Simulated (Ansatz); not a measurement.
```yaml
crystal:
  lattice:
    - [7.57546, 0.00000, 0.00000]
    - [-3.78773, 6.56054, 0.00000]
    - [0.00000, 0.00000, 12.48061]
  atoms:
    - { symbol: Li, position: [0.20129, 0.79871, 0.06652] }
    - { symbol: Li, position: [0.86795, 0.13205, 0.39986] }
    - { symbol: Li, position: [0.53462, 0.46538, 0.73319] }
    - { symbol: Li, position: [0.20129, 0.40257, 0.06652] }
    - { symbol: Li, position: [0.86795, 0.73591, 0.39986] }
    - { symbol: Li, position: [0.53462, 0.06924, 0.73319] }
    - { symbol: Li, position: [0.59743, 0.79871, 0.06652] }
    - { symbol: Li, position: [0.26409, 0.13205, 0.39986] }
    - { symbol: Li, position: [0.93076, 0.46538, 0.73319] }
    - { symbol: Ir, position: [0.33333, 0.66667, 0.25192] }
    - { symbol: Ir, position: [0.00000, 0.00000, 0.58525] }
    - { symbol: Ir, position: [0.66667, 0.33333, 0.91859] }
    - { symbol: Se, position: [0.15631, 0.84369, 0.25685] }
    - { symbol: Se, position: [0.82298, 0.17702, 0.59019] }
    - { symbol: Se, position: [0.48965, 0.51035, 0.92352] }
    - { symbol: Se, position: [0.15631, 0.31263, 0.25685] }
    - { symbol: Se, position: [0.82298, 0.64596, 0.59019] }
    - { symbol: Se, position: [0.48965, 0.97930, 0.92352] }
    - { symbol: Se, position: [0.68737, 0.84369, 0.25685] }
    - { symbol: Se, position: [0.35404, 0.17702, 0.59019] }
    - { symbol: Se, position: [0.02070, 0.51035, 0.92352] }
```

Space group R3m; a generated structure, not necessarily the stable one; computed without spin polarisation.

All numbers below come from Ansatz, DFT PBE, scalar-relativistic, plane waves, PAW.

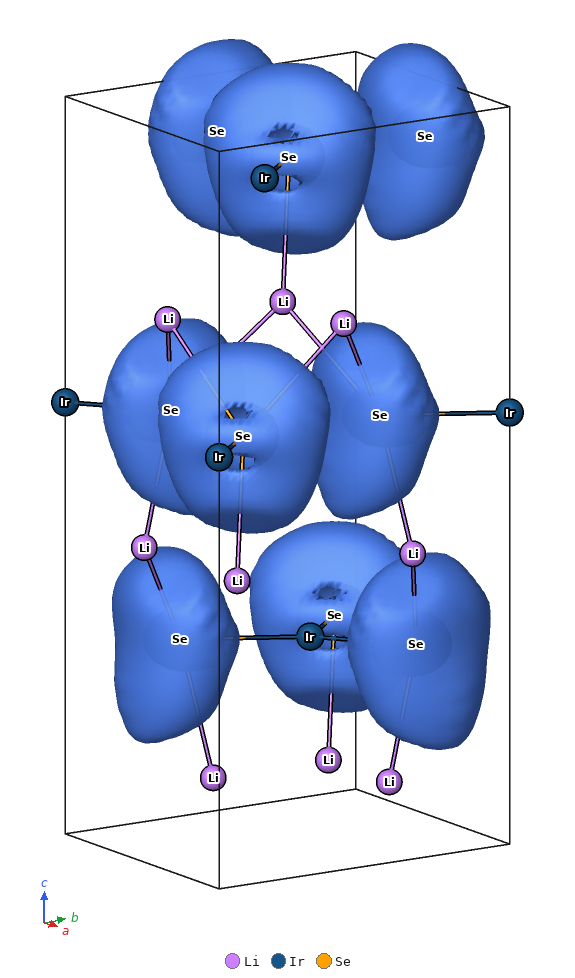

Li₃IrSe₃. Isosurface of the electron localisation function at 0.7 (blue), seen slightly off an axis. Only the valence region is drawn (cores and ρ < 0.01 e/Å³ removed). Sticks mark near contacts.

In a PAW calculation such maps are meaningful between the atoms, not at the nuclei.

What do the ELF domains correspond to?

Answer. The surface consists of nine regions wrapped around Se (the valence shell of each), counted in one cell of 21 atoms. Regions shared between cells count once. Along the contacts the grid gives the following. Ir–Se (2.32 Å): the ELF is about 0.50 at the midpoint. Li–Se (2.45 Å): the ELF is about 0.80 at the midpoint: an ionic contact with no shared pair.
